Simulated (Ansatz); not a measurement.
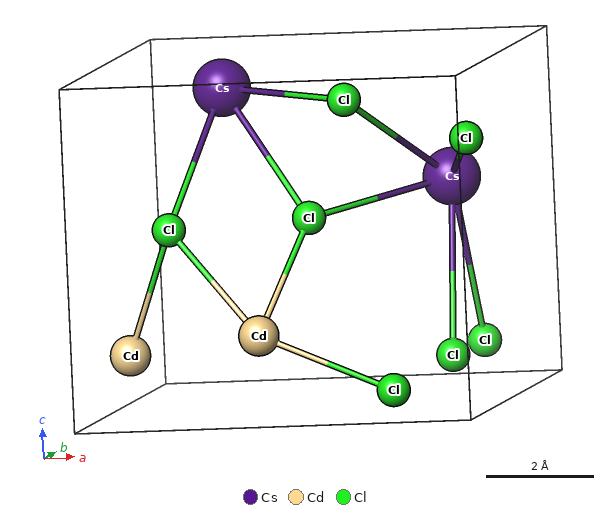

The figure gives a ball-and-stick picture of the atoms, viewed slightly off an axis. The simulation cell is drawn as a box.

```xyz
10
Lattice="7.5395 0.1897 1.0149 0.3494 5.7844 0.2203 -0.4770 -1.2113 6.6525" Properties=species:S:1:pos:R:3 pbc="T T T"
Cs    1.6066    3.2745    6.3096
Cs    5.8478    4.5314    4.9009
Cd    0.6043    1.5827    1.3386
Cd    3.3589    0.1973    2.1822
Cl    4.3894    1.4307    6.6115
Cl    6.3139    3.6702    1.6663
Cl    5.9834    0.3555    1.4033
Cl    6.7692    1.5038    6.1224
Cl    3.7897    1.8234    4.2531
Cl    1.3287    0.8968    3.8878
```

Level of theory and settings: DFT, PAW plane waves, PBE (Ansatz), a 420 eV plane-wave basis, a 3×3×3 mesh of k-points, Fermi-Dirac smearing of 0.1 eV, no spin polarisation.

**State the Bader charges by element.**

Cs +0.78 to +0.83 e; Cd +0.52 e; Cl -0.54 to -0.31 e.

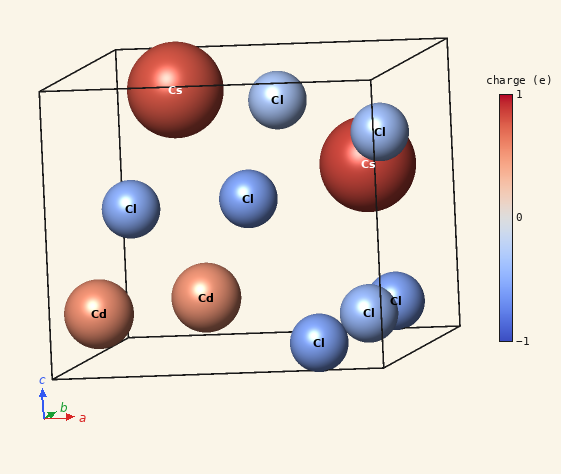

The atoms coloured by those charges.

The geometry is that of a made-up disordered cell, without relaxation. It went into a calculation with Ansatz.

At this level of theory the cell isn't at rest (forces up to 3.1 eV/Å), so its distances can differ from those at equilibrium, the more so the softer the solid.
